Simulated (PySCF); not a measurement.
# AlH5S (Al(H2S)H3) at 6 levels

Wanted: a comparison of 6 runs (MP2/STO-6G, BCCD(T)/STO-6G, CCSDT(Q)/STO-6G, CCSDT/STO-6G, QCISD(T)/STO-6G, FCI/STO-6G) of AlH5S (Al(H2S)H3). Input form: a Python script.

The calculation is run with PySCF 2.14.0.

3 further runs of the same task are left out: 3 set aside as unsound or not needed.

## 1. The molecule

The species is AlH5S (7 atoms), meant as a singlet with charge 0. As SMILES, `[H][Al]([H])([H])<-[SH2]`. The S2–H3 distance was set to 2.931 Å, away from the relaxed value. At this shape a bond of the SMILES string is far longer than usual.

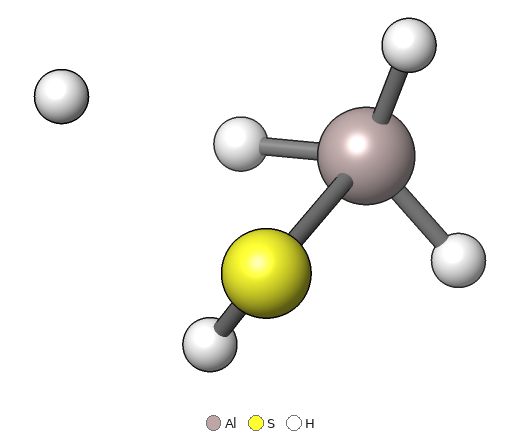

The structure, seen from a chosen angle (aluminium light grey, sulfur yellow, hydrogen white).

## 2. The energy at MP2/STO-6G (run 1)

Input file calc.py:

```python
from pyscf import gto, mp

molecule = gto.M(
    atom='''
Al    -0.572835    -3.326827    -1.971428
S     -0.531204    -3.383462     2.697140
H      0.968674     1.946664     2.806772
H     -2.982765    -2.814182     2.730191
H      2.360682    -3.261102    -2.306004
H     -2.076943    -0.754475    -2.036945
H     -2.074335    -5.850802    -2.278509
''',
    unit='bohr',
    max_memory=1860,
    verbose=3,
    basis='sto-6g',
    charge=0,
)

calc0 = molecule.RHF()
calc0.conv_tol = 1e-10
calc0.kernel()
if not calc0.converged:
    calc0 = calc0.newton().run(calc0.mo_coeff, calc0.mo_occ)

pt = mp.MP2(calc0, frozen=10).run()
e_tot = pt.e_tot
print('E(%s) = %.9f' % ('MP2', e_tot))
```

Launch:

```console
$ OMP_NUM_THREADS=1 python calc.py
```

What it wrote:

```text
converged SCF energy = -639.713361919281
E(RMP2) = -639.892129069623  E_corr = -0.178767150341422
E(SCS-RMP2) = -639.923300824176  E_corr = -0.209938904895122
E(MP2) = -639.892129070
```

It took 0.95 s on 1 thread of Intel Xeon Platinum 8488C (Sapphire Rapids), shared host; peak memory 0.12 GiB.

## 3. The energy at BCCD(T)/STO-6G (run 2)

Input file run.py:

```python
from pyscf import gto, scf, cc
from pyscf.cc.bccd import bccd_kernel_

mol = gto.M(
    atom='''
Al      -0.303131      -1.760481      -1.043235
S       -0.281101      -1.790451       1.427265
H        0.512600       1.030130       1.485280
H       -1.578411      -1.489201       1.444755
H        1.249219      -1.725701      -1.220285
H       -1.099071      -0.399251      -1.077905
H       -1.097691      -3.096111      -1.205735
''',
    max_memory=1860,
    charge=0,
    verbose=3,
    basis='sto-6g',
)

calc0 = scf.RHF(mol)
calc0.conv_tol = 1e-10
calc0.kernel()
if not calc0.converged:
    calc0 = calc0.newton().run(calc0.mo_coeff, calc0.mo_occ)

mycc = cc.CCSD(calc0, frozen=10).run()
mycc = bccd_kernel_(mycc, diis=True)
e_t = mycc.ccsd_t()
energy = mycc.e_tot + e_t
print('E(%s) = %.9f' % ('BCCD(T)', energy))
```

Launch:

```console
$ OMP_NUM_THREADS=1 python run.py
```

What it wrote:

```text
converged SCF energy = -639.713361953515
E(CCSD) = -639.9810716161071  E_corr = -0.2677096625922651
BCCD loop starts.

[... 28 lines left out ...]
CCSD converged
[... 31 lines left out ...]
CCSD converged
[... 22 lines left out ...]
CCSD converged
[... 3 lines left out ...]
******** <class 'pyscf.cc.ccsd.CCSD'> ********
CC2 = 0
CCSD nocc = 7, nmo = 13
frozen orbitals 10
max_cycle = 50
direct = 0
conv_tol = 1e-07
conv_tol_normt = 1e-05
diis_space = 6
diis_start_cycle = 0
diis_start_energy_diff = 1e+09
Init E_corr(CCSD) = -0.271450565396813
cycle = 1  E_corr(CCSD) = -0.271453895116516  dE = -3.3297197e-06  norm(t1,t2) = 0.000111776
cycle = 2  E_corr(CCSD) = -0.271456680210614  dE = -2.7850941e-06  norm(t1,t2) = 4.5686e-05
cycle = 3  E_corr(CCSD) = -0.271454143814833  dE = 2.53639578e-06  norm(t1,t2) = 4.6106e-05
cycle = 4  E_corr(CCSD) = -0.271453834981486  dE = 3.08833347e-07  norm(t1,t2) = 4.91306e-06
cycle = 5  E_corr(CCSD) = -0.271453611830325  dE = 2.23151161e-07  norm(t1,t2) = 2.47488e-06
cycle = 6  E_corr(CCSD) = -0.271453509266903  dE = 1.02563422e-07  norm(t1,t2) = 2.23802e-06
cycle = 7  E_corr(CCSD) = -0.271453501725493  dE = 7.54141055e-09  norm(t1,t2) = 1.74439e-06
CCSD converged
E(CCSD) = -639.9810358138028  E_corr = -0.2714535017254927
BCC iter:    3  E:    -639.981035813803  dE:    5.474e-07  |t1|:    6.388e-06
CCSD(T) correction = -0.00126883748015687
E(BCCD(T)) = -639.982304651
```

It took 1.4 s on 1 thread of Intel Xeon Platinum 8488C (Sapphire Rapids), shared host; peak memory 0.1 GiB.

Runs 3 to 5 aren't shown in full; the table further down has their settings and results.

## 4. A single-point energy at FCI/STO-6G (run 6)

Input file job.py:

```python
from pyscf import gto, mcscf
from pyscf import fci

molecule = gto.M(
    atom='''
Al    -0.572835    -3.326827    -1.971428
S     -0.531204    -3.383462     2.697140
H      0.968674     1.946664     2.806772
H     -2.982765    -2.814182     2.730191
H      2.360682    -3.261102    -2.306004
H     -2.076943    -0.754475    -2.036945
H     -2.074335    -5.850802    -2.278509
''',
    max_memory=1860,
    verbose=3,
    basis='sto-6g',
    unit='bohr',
)

mf = molecule.RHF()
mf.conv_tol = 1e-10
mf.kernel()
if not mf.converged:
    mf = mf.newton().run(mf.mo_coeff, mf.mo_occ)

cas = mcscf.CASCI(mf, mf.mo_coeff.shape[-1] - 10, (molecule.nelec[0] - 10, molecule.nelec[1] - 10))  # full CI above the frozen core
cas.fcisolver = fci.direct_spin0.FCI(molecule)  # even spin states alone
cas.kernel()
print('<S^2> = %.4f' % cas.fcisolver.spin_square(cas.ci, cas.ncas, cas.nelecas)[0])
etot = cas.e_tot
print('Final energy', etot)
```

Launch:

```console
$ OMP_NUM_THREADS=1 python job.py
```

What it wrote:

```text
converged SCF energy = -639.713361919281
CASCI E = -639.982434017229  E(CI) = -30.4825454803711  S^2 = 0.0000000
<S^2> = 0.0000
Final energy -639.982434017229
```

It took 39 s on 1 thread of Intel Xeon Platinum 8488C (Sapphire Rapids), shared host; peak memory 0.76 GiB.

## 5. Overview of the runs

| run | level | energy (Eh) | dipole moment (D) of the reference | HOMO energy (eV) | LUMO energy (eV) | wall time |
| --- | --- | --- | --- | --- | --- | --- |
| 1 | MP2/STO-6G | -639.892129 | 3.22 | -6.77 | -0.40 | 0.95 s |
| 2 | BCCD(T)/STO-6G | -639.982305 | – | – | – | 1.4 s |
| 3 | CCSDT(Q)/STO-6G | -639.982439 | 3.22 | -6.77 | -0.40 | 2.5 s |
| 4 | CCSDT/STO-6G | -639.982463 | 3.22 | -6.77 | -0.40 | 2.2 s |
| 5 | QCISD(T)/STO-6G | -639.982353 | 3.22 | -6.77 | -0.40 | 1.1 s |
| 6 | FCI/STO-6G | -639.982434 | 3.22 | -6.77 | -0.40 | 39 s |

## 6. What came out

| quantity | value |
| --- | --- |
| run 6: total energy | -639.98243 Eh |
| run 6: dipole moment (Hartree–Fock density) | 3.22 D |
| run 6: HOMO energy (Hartree–Fock orbitals) | -6.77 eV |
| run 6: LUMO energy (Hartree–Fock orbitals) | -0.40 eV |
| run 6: HOMO–LUMO gap (Hartree–Fock orbitals) | 6.37 eV |
| run 6: correlation energy (10 core orbitals frozen) | -269.1 mEh |

What this shows: Against full CI in this basis: MP2 +90.3 mEh; BCCD(T) +0.1 mEh; CCSDT(Q) -0.0 mEh; CCSDT -0.0 mEh; QCISD(T) +0.1 mEh. In runs 1, 2, 3, 4, 5, 6 the basis is minimal, so the values are rough. All runs together took 47 s, the longest 39 s.
